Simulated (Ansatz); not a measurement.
## Moving the knobs of a GW run on TiO2 (P2_1/c)

A base run on TiO2 (P2_1/c), then changed inputs.

Method: G0W0 on LDA, plane waves, PAW; PAW set soft_1, in Ansatz 0.2.0.

### Step 1. Set-up

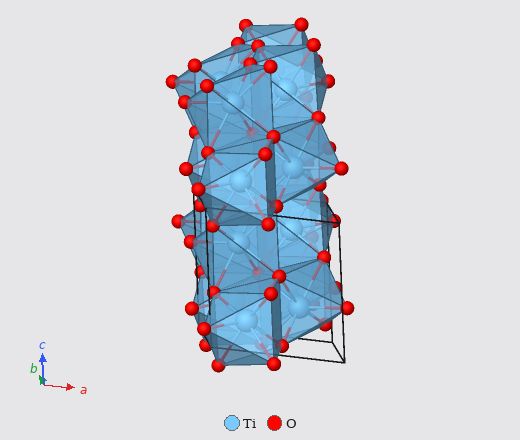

The cell as given, slightly off an axis (titanium blue, oxygen red). 1×2×2 cells are drawn. Some periodic images of atoms are drawn too.

The cell and positions are those that the Materials Project relaxed with its own functionals (PBE, PBE+U or r2SCAN), kept fixed. This is not the form that TiO2 usually takes at ambient conditions.

### Step 2. The base run: 2×2×2 mesh, 264 empty bands, screening to 100 eV, PAW set soft_1 files

Now the one-shot GW correction: screening in the RPA, then the self-energy of the levels asked for. This step takes PAW set soft_1 files.

input.yaml reads:

```yaml
crystal:
  lattice:
    - [4.8126997814, 0.0, 0.0]
    - [0.0, 4.87188446, 0.0]
    - [-0.8628854487, 0.0, 4.9665942755]
  atoms:
    - { symbol: Ti, position: [0.27743526, 0.44719164, 0.71314827] }
    - { symbol: Ti, position: [0.72256474, 0.94719164, 0.78685173] }
    - { symbol: Ti, position: [0.72256474, 0.55280836, 0.28685173] }
    - { symbol: Ti, position: [0.27743526, 0.05280836, 0.21314827] }
    - { symbol: O, position: [0.44536099, 0.74236826, 0.96677186] }
    - { symbol: O, position: [0.55463901, 0.24236826, 0.53322814] }
    - { symbol: O, position: [0.55463901, 0.25763174, 0.03322814] }
    - { symbol: O, position: [0.44536099, 0.75763174, 0.46677186] }
    - { symbol: O, position: [0.06383822, 0.32303448, 0.35155674] }
    - { symbol: O, position: [0.93616178, 0.82303448, 0.14844326] }
    - { symbol: O, position: [0.93616178, 0.67696552, 0.64844326] }
    - { symbol: O, position: [0.06383822, 0.17696552, 0.85155674] }
kpoints:
  mp_grid: { grid: [2, 2, 2] }
hamiltonian:
  xc: lda
  pseudopotentials: { kind: paw, azcp: { folder: soft_1 }, xc_functional: pbe }
scf:
  occupations: { method: fixed }
gw:
  n_empty_bands: 264
  ecut_chi: 100
  qp_bands: [v4, c4]
  qp_kpoints: band_edges
  screening: { model: contour_deformation }
```

Run with:

```bash
> ansatz run input.yaml --threads 2 --pin off --max-ram 92160MiB --backend cuda --events-out ev --progress --plain --runs-dir out --devices 1 --max-vram 13GiB
```

Numbers of over 12 decimals in the logs are rounded to 6 here.

Output:

```text
GPUs: using 1 of 1 available (devices: 1).
Engine: ansatz 0.2.0, x86_64-unknown-linux-gnu
Pseudopotentials: kind: paw
Pseudopotential: Ti, paw, valence charge 12, recommended cutoff 420 eV (normal), soft_1/Ti.paw.azcp
Pseudopotential: O, paw, valence charge 6, recommended cutoff 420 eV (normal), soft_1/O.paw.azcp
Functional definition: SPW92
  exchange = slater_x
  correlation = pw_c
device memory: the entry about to start is reckoned to put 1.7 GiB on a device that reports 43.7 GiB free (of which the cap on the GPU budget leaves the run 13.0 GiB)
GPU FFT provider: cuFFT
GPU libraries: cuBLAS 13.8.2, cuFFT 12.4.0, cuSOLVER 12.3.4
Crystal: 12 atoms, lattice volume = 116.451 Å³
Basis set: ecut = 420 eV, 2283 PW (Γ)
Bands: 60, of which v1, the nominal top of the filled ones, is band 48 counted from 1 (47 counted from 0)
Symmetry: 4 space group operations
Space group: P21/c (ITA 14), of the structure as read, at distance tolerance 4.9e-5 Å
k-points: 8
Non-local potential: Ti, projectors of the file, l = 0: 3, l = 1: 2, l = 2: 3, l = 3: 1
Non-local potential: O, projectors of the file, l = 0: 2, l = 1: 2, l = 2: 1
PAW form: soft (Blöchl's): semilocal exchange-correlation on the pseudo side does not see the compensation charge
PAW frozen core: Ti, regenerated for the run's functional, and the local potential with it (the file was generated under x = pbe(κ = 0.804, μ = 0.219515), c = pbe(β = 0.066725))
PAW frozen core: O, regenerated for the run's functional, and the local potential with it (the file was generated under x = pbe(κ = 0.804, μ = 0.219515), c = pbe(β = 0.066725))
PAW one-centre angular grid: Ti, 590 points (default); XC on 64 Gauss nodes
PAW one-centre angular grid: O, 110 points (default); XC on 64 Gauss nodes
Initial density: superposition of atomic densities (chi_scale 0.1, normalization cell, long waves kept (reshape's long-wave potential 0.02 eV rms))
Initial wavefunctions: pseudopotential atomic-orbital guess
GPU buffer pool allocated for 46656 grid points (all kernels)
GPU transforms: local potential and band sums: pruned to the plane-wave sphere, on 36×36×36
Functional: x = slater, c = lda
SCF iter   1: F=—  HF=-14261.187107 eV  |F-HF|=—  |Δ(HF+E_count)|=         —  Δρ=5.13e-2  dr2=2.76e0  ethr=3.10e-3  ⟨swp⟩=3.5  Hψ=1400  notcnv=0  defer=46
preconditioner: auto → Resta (q_TF=auto, 2.642 Å⁻¹)  ε∞=8.8  [insulator: Δε(μ)=2.172 eV  Ē_g=9.838 eV  n_scr=30 (ndim 8)  ℏωp=27.5 eV  f_vac=0.000  ε∞_Penn≈8.8]
SCF iter   2: F=—  HF=-14261.006188 eV  |F-HF|=—  |Δ(HF+E_count)|=   1.81e-1  Δρ=3.10e-2  dr2=9.69e-1  ethr=2.87e-3  ⟨swp⟩=2.0  Hψ=581  notcnv=0  defer=67
SCF iter   3: F=—  HF=-14260.935726 eV  |F-HF|=—  |Δ(HF+E_count)|=   7.05e-2  Δρ=2.56e-2  dr2=7.94e-1  ethr=1.01e-3  ⟨swp⟩=2.0  Hψ=660  notcnv=0  defer=68
[...]
NSCF: frozen V_eff on 1 k-points
device memory: the entry about to start is reckoned to put 0.7 GiB on a device that reports 43.6 GiB free (of which the cap on the GPU budget leaves the run 13.0 GiB)
NSCF: frozen V_eff on 1 k-points
SCF converged after 10 iterations
Free energy (F): -14260.788567 eV
Harris-Foulkes:  -14260.788567 eV  (|F-HF|=1.90e-9)
Internal energy: -14260.788567 eV  (E = F + TS)
E sigma→0 (E₀):  -14260.788567 eV
Fermi energy:    9.802757 eV
--- Per-component energies (eV) ---
  E_band       = -691.286674
  E_kinetic    = 2455.142338
  E_local      = -5931.139224  (includes V_loc(G=0)·N_el)
  E_nonlocal   = 679.233249
  E_hartree    = 2225.418936
  E_xc         = -1027.131036
  E_vxc        = -1308.779891  (∫ρ·V_xc dr)
  E_paw        = -5177.872729  (= ΣΔE_a)
  E_vpaw       = -1036.585313  (= ΣTr[D̂ρ^β])
  E_aug_tail   = 0.006058  (compensation charges beyond the density's cutoff)
  E_ewald      = -7486.525333
  E_core_change = 2.079174  (= ΣΔE_core)
  E_smearing   = -0.000000  (= −TS)
  E_closure    = 0.000000  (closes the sum)
  Σ components = -14260.788567   (vs F -14260.788567, Δ=0.00e0)
--- Band table (eV; the first three rows and the last of 8) ---
  k-point 0: bands = [... 44 lower, 9.1349, 9.2435, 9.7987, 9.8028, 12.1628, 12.2652, 12.6416, 12.7515, ... 8 higher]
  k-point 1: bands = [... 44 lower, 8.7151, 8.7151, 9.3900, 9.3900, 12.3760, 12.3760, 12.5926, 12.5926, ... 8 higher]
  k-point 2: bands = [... 44 lower, 8.8575, 8.8575, 9.4315, 9.4315, 12.5581, 12.5581, 12.9204, 12.9204, ... 8 higher]
  k-point 7: bands = [... 44 lower, 8.6091, 8.6091, 8.8761, 8.8761, 12.2740, 12.2740, 12.6294, 12.6294, ... 8 higher]
--- G₀W₀: contour deformation, 6 samples at zero and on the imaginary axis and 1 off it, 8 q-points, 264 empty bands' worth ---
  eigenvalues of the whole cell's RPA ε∞ on this k-mesh (on a slab, of 1 + 4πα/V) = 7.1877, 8.2334, 8.2644; static W/v taken at q = 0 is 0.126614
  gw.qp_kpoints: band_edges: 8 of 8 stored k-points solved, in 1 pass; an edge of the gap read off the rows below is read off those points alone
    ik  band        ε_KS         Σx   Σc(E_QP)       V_xc       Z   E_QP_lin       E_QP  E_QP is
     0    45      9.1349   -25.6124     4.4176   -21.3142  0.7201     9.2541     9.2544  root
     0    46      9.2435   -25.7520     4.2910   -21.6246  0.7217     9.4066     9.4071  root
     0    47      9.7987   -25.8478     4.7327   -21.2059  0.7130     9.8894     9.8896  root
     0    48      9.8028   -26.4827     4.6927   -21.9103  0.7253     9.9228     9.9231  root
     0    49     12.1628   -13.1165    -7.4754   -22.2213  0.7170    13.8678    13.7922  root
     0    50     12.2652   -13.3606    -6.8579   -21.7786  0.7219    13.8899    13.8254  root
     0    51     12.6416   -13.3192    -7.7941   -22.7333  0.7044    14.3475    14.2615  root
     0    52     12.7515   -13.7742    -7.6035   -22.9758  0.7021    14.4347    14.3496  root
[...]
7    49     12.2740   -13.5400    -6.7936   -21.8673  0.7194    13.8709    13.8077  root
     7    50     12.2740   -13.5400    -6.7936   -21.8673  0.7194    13.8709    13.8077  root
     7    51     12.6294   -13.7190    -7.3164   -22.6343  0.7104    14.3058    14.2282  root
     7    52     12.6294   -13.7190    -7.3164   -22.6343  0.7104    14.3058    14.2282  root
```

It took 9.8 s on 1 × NVIDIA H100 80GB HBM3 (shared by 6 runs) with 2 threads of AMD EPYC 7R13 (Zen 3), shared host; peak memory 1.2 GiB.

Numbers from this step:

* bands summed: 312
* RPA ε∞ on this mesh (eigenvalues): 7.188, 8.233, 8.264
* plane waves in the screening matrix: 261
* q-points in the mesh: 8
* G0W0 gap on the mesh: 3.637 eV
* k of the valence top: 0, 0, 0
* k of the conduction bottom: -0.5, 0, 0
* starting gap on the mesh: 2.206 eV
* Z at the valence top: 0.7253
* Z at the conduction bottom: 0.7237
* least direct G0W0 gap on the computed points: 3.738 eV

The gap on the mesh goes from 2.21 eV to 3.64 eV, a correction of +1.43 eV. Between the two edge states, bare exchange in place of the xc potential would open the gap by 13.00 eV, and correlation takes back 11.57 eV.

### Step 3. Variant: guard bands

input.yaml: that of step 2 with these lines changed.

```diff
@@ -26,4 +26,4 @@
 gw:
-  n_empty_bands: 264
-  ecut_chi: 100
+  n_empty_bands: 189
+  ecut_chi: 80
   qp_bands: [v4, c4]
@@ -31 +31,2 @@
   screening: { model: contour_deformation }
+  n_guard_bands: 12
```

Output:

```text
GPUs: using 1 of 1 available (devices: 1).
[...]
GPU FFT provider: cuFFT
GPU libraries: cuBLAS 13.8.2, cuFFT 12.4.0, cuSOLVER 12.3.4
Crystal: 12 atoms, lattice volume = 116.451 Å³
Basis set: ecut = 420 eV, 2283 PW (Γ)
Bands: 60, of which v1, the nominal top of the filled ones, is band 48 counted from 1 (47 counted from 0)
[... 1 set-up line as in the run before ...]
[...]
k-points: 8
[...]
GPU buffer pool allocated for 46656 grid points (all kernels)
[...]
SCF iter   1: F=—  HF=-14261.187107 eV  |F-HF|=—  |Δ(HF+E_count)|=         —  Δρ=5.13e-2  dr2=2.76e0  ethr=3.10e-3  ⟨swp⟩=3.5  Hψ=1400  notcnv=0  defer=46
[...]
SCF iter  10: F=-14260.788567 eV  HF=-14260.788567 eV  |F-HF|=1.90e-9  |Δ(HF+E_count)|=   2.54e-8  Δρ=3.14e-6  dr2=1.26e-8  ethr=1.04e-10  ⟨swp⟩=9.4  Hψ=1493  notcnv=0
SCF 1 converged in 10 iterations: F = -14260.788567 eV  dr2 = 1.26e-8
[...]
NSCF: frozen V_eff on 8 k-points
[...]
G₀W₀ screening: q 1/8
[... further progress lines ...]
[...]
SCF converged after 10 iterations
Free energy (F): -14260.788567 eV
[...]
Internal energy: -14260.788567 eV  (E = F + TS)
E sigma→0 (E₀):  -14260.788567 eV
Fermi energy:    9.802757 eV
[...]
--- Band table (eV; the first three rows and the last of 8) ---
  k-point 0: bands = [... 44 lower, 9.1349, 9.2435, 9.7987, 9.8028, 12.1628, 12.2652, 12.6416, 12.7515, ... 8 higher]
  k-point 1: bands = [... 44 lower, 8.7151, 8.7151, 9.3900, 9.3900, 12.3760, 12.3760, 12.5926, 12.5926, ... 8 higher]
  k-point 2: bands = [... 44 lower, 8.8575, 8.8575, 9.4315, 9.4315, 12.5581, 12.5581, 12.9204, 12.9204, ... 8 higher]
  k-point 7: bands = [... 44 lower, 8.6091, 8.6091, 8.8761, 8.8761, 12.2740, 12.2740, 12.6294, 12.6294, ... 8 higher]
[...]
bands read: the sum over 237 bands ends inside a degenerate multiplet in 6 slots, whose members it reads at an even weight; the widest, k=1: bands 237 to 238 (counted from 1) at 1/2 each
[...]
`?` marks the rows in doubt; gw_qp.tsv's column doubts and the gw_qp event give each row's grounds
[...]
0    45      9.1349   -25.6124     4.5352   -21.3142  0.7225     9.3709     9.3719  root
     0    46      9.2435   -25.7520     4.4112   -21.6246  0.7241     9.5259     9.5272  root
     0    47      9.7987   -25.8478     4.8374   -21.2059  0.7160     9.9934     9.9941  root
     0    48      9.8028   -26.4827     4.8150   -21.9103  0.7279    10.0444    10.0454  root
     0    49     12.1628   -13.1165    -7.3467   -22.2213  0.7187    14.0136    13.9209  root
     0    50     12.2652   -13.3606    -6.7337   -21.7786  0.7237    14.0281    13.9496  root
     0    51     12.6416   -13.3192    -7.6644   -22.7333  0.7063    14.4959    14.3912  root ?
     0    52     12.7515   -13.7742    -7.4742   -22.9758  0.7041    14.5824    14.4789  root ?
     1    45      8.7151   -25.2637     4.7453   -20.7095  0.7130     8.9055     8.9063  root
     1    46      8.7151   -25.2637     4.7453   -20.7095  0.7130     8.9055     8.9063  root
[...]
2    51     12.9204   -13.9997    -7.2965   -23.0271  0.7073    14.7529    14.6512  root ?
     2    52     12.9204   -13.9997    -7.2965   -23.0271  0.7073    14.7529    14.6512  root ?
[...]
7    49     12.2740   -13.5400    -6.6667   -21.8673  0.7212    14.0122    13.9346  root
     7    50     12.2740   -13.5400    -6.6667   -21.8673  0.7212    14.0122    13.9346  root
     7    51     12.6294   -13.7190    -7.1847   -22.6343  0.7123    14.4552    14.3599  root
     7    52     12.6294   -13.7190    -7.1847   -22.6343  0.7123    14.4552    14.3599  root
```

Run time: 8.8 s. Hardware: 1 × NVIDIA H100 80GB HBM3 (shared by 6 runs) with 2 threads; peak memory 1.1 GiB.

The G0W0 gap on the mesh is 3.639 eV.

Against the base:

| setting | base | variant |
| --- | --- | --- |
| empty bands | 264 | 189 |
| screening cutoff (eV) | 100 | 80 |
| n guard bands | - | 12 |

| quantity | variant | base |
| --- | --- | --- |
| starting gap on the mesh | 2.206 | 2.206 |
| G0W0 gap on the mesh | 3.639 | 3.637 |
| least direct G0W0 gap on the computed points | 3.756 | 3.738 |
| Z at the valence top | 0.728 | 0.725 |
| Z at the conduction bottom | 0.725 | 0.724 |

### Step 4. Variant: coarser q mesh

input.yaml: that of step 3 with these lines changed.

```diff
@@ -26,4 +26,4 @@
 gw:
-  n_empty_bands: 189
-  ecut_chi: 80
+  n_empty_bands: 264
+  ecut_chi: 100
   qp_bands: [v4, c4]
@@ -31,2 +31,2 @@
   screening: { model: contour_deformation }
-  n_guard_bands: 12
+  q_mesh: [1, 1, 1]
```

Output:

```text
GPUs: using 1 of 1 available (devices: 1).
[...]
GPU FFT provider: cuFFT
GPU libraries: cuBLAS 13.8.2, cuFFT 12.4.0, cuSOLVER 12.3.4
Crystal: 12 atoms, lattice volume = 116.451 Å³
Basis set: ecut = 420 eV, 2283 PW (Γ)
Bands: 60, of which v1, the nominal top of the filled ones, is band 48 counted from 1 (47 counted from 0)
[... 1 set-up line as in the run before ...]
[...]
k-points: 8
[...]
GPU buffer pool allocated for 46656 grid points (all kernels)
[...]
SCF iter   1: F=—  HF=-14261.187107 eV  |F-HF|=—  |Δ(HF+E_count)|=         —  Δρ=5.13e-2  dr2=2.76e0  ethr=3.10e-3  ⟨swp⟩=3.5  Hψ=1400  notcnv=0  defer=46
[...]
SCF iter  10: F=-14260.788567 eV  HF=-14260.788567 eV  |F-HF|=1.90e-9  |Δ(HF+E_count)|=   2.54e-8  Δρ=3.14e-6  dr2=1.26e-8  ethr=1.04e-10  ⟨swp⟩=9.4  Hψ=1493  notcnv=0
SCF 1 converged in 10 iterations: F = -14260.788567 eV  dr2 = 1.26e-8
[...]
G₀W₀ screening: q 1/1
[... further progress lines ...]
[...]
SCF converged after 10 iterations
Free energy (F): -14260.788567 eV
[...]
Internal energy: -14260.788567 eV  (E = F + TS)
E sigma→0 (E₀):  -14260.788567 eV
Fermi energy:    9.802757 eV
[...]
--- Band table (eV; the first three rows and the last of 8) ---
  k-point 0: bands = [... 44 lower, 9.1349, 9.2435, 9.7987, 9.8028, 12.1628, 12.2652, 12.6416, 12.7515, ... 8 higher]
  k-point 1: bands = [... 44 lower, 8.7151, 8.7151, 9.3900, 9.3900, 12.3760, 12.3760, 12.5926, 12.5926, ... 8 higher]
  k-point 2: bands = [... 44 lower, 8.8575, 8.8575, 9.4315, 9.4315, 12.5581, 12.5581, 12.9204, 12.9204, ... 8 higher]
  k-point 7: bands = [... 44 lower, 8.6091, 8.6091, 8.8761, 8.8761, 12.2740, 12.2740, 12.6294, 12.6294, ... 8 higher]
[...]
0    45      9.1349   -26.5260     5.2347   -21.3142  0.7048     9.1578     9.1578  root
     0    46      9.2435   -26.6576     5.1021   -21.6246  0.7056     9.3124     9.3126  root
     0    47      9.7987   -26.8412     5.6284   -21.2059  0.6979     9.7917     9.7917  root
     0    48      9.8028   -27.4761     5.5791   -21.9103  0.7093     9.8161     9.8161  root
     0    49     12.1628   -12.3164    -8.2485   -22.2213  0.7058    13.9167    13.8192  root
     0    50     12.2652   -12.7651    -7.4542   -21.7786  0.7109    13.9036    13.8245  root
     0    51     12.6416   -12.8679    -8.2352   -22.7333  0.6982    14.3702    14.2717  root
     0    52     12.7515   -13.0550    -8.2758   -22.9758  0.6939    14.5035    14.3965  root ?
     1    45      8.7151   -25.9582     5.2753   -20.7095  0.6992     8.7418     8.7418  root
[...]
7    49     12.2740   -13.0715    -7.2712   -21.8673  0.7106    13.8728    13.7986  root
     7    50     12.2740   -13.0715    -7.2712   -21.8673  0.7106    13.8728    13.7986  root
     7    51     12.6294   -13.3237    -7.7198   -22.6343  0.7031    14.3121    14.2201  root
     7    52     12.6294   -13.3237    -7.7198   -22.6343  0.7031    14.3121    14.2201  root
```

It took 11 s on 1 × NVIDIA H100 80GB HBM3 (shared by 6 runs) with 2 threads; peak memory 1.1 GiB.

Against the base:

| setting | base | variant |
| --- | --- | --- |
| q mesh | - | [1, 1, 1] |

| quantity | variant | base |
| --- | --- | --- |
| starting gap on the mesh | 2.206 | 2.206 |
| G0W0 gap on the mesh | 3.737 | 3.637 |
| least direct G0W0 gap on the computed points | 3.838 | 3.738 |
| Z at the valence top | 0.709 | 0.725 |
| Z at the conduction bottom | 0.712 | 0.724 |

### Step 5. Results

| Property | Result |
| --- | --- |
| base | 3.64 eV, 9.8 s |
| guard bands | 3.64 eV, 8.8 s |
| coarser q mesh | 3.74 eV, 11 s |

**Reading.** Guard bands: the gap moves by +0.002 eV. The variant differs from the base in empty bands, screening cutoff and n guard bands together, so the change can't be laid to one of them. Coarser q mesh: the gap moves by +0.10 eV; such settings are too crude to quote. All runs here use a coarse mesh and modest cutoffs; they test settings and are not final values. The 2×2×2 mesh is coarse for this cell (its supercell is 10 Å along the shortest edge). The RPA ε∞ on it, from the LDA start, is 7.19, 8.23 and 8.26; such meshes misread the long-range screening, most where the gap is narrow.

[Paths, hosts, dates, memory and timing lines, banners, echoed tables and standing remarks are left out of the program output.]

[Logs are printed without paths, hosts, clocks, repeated set-up lines and the standing remarks that a program may print on its own settings, such as how far it seeks lower states.]

[Runs of the session that timed out or met a known fault of the program may be left out.]

[Cells called generated may have been cut or substituted from an entry of the Crystallography Open Database or the Materials Project.]

[Hosts, paths, dates, database ids (printed as entryN), source tags and the programs' standing remarks are cut or masked in the printed files.]
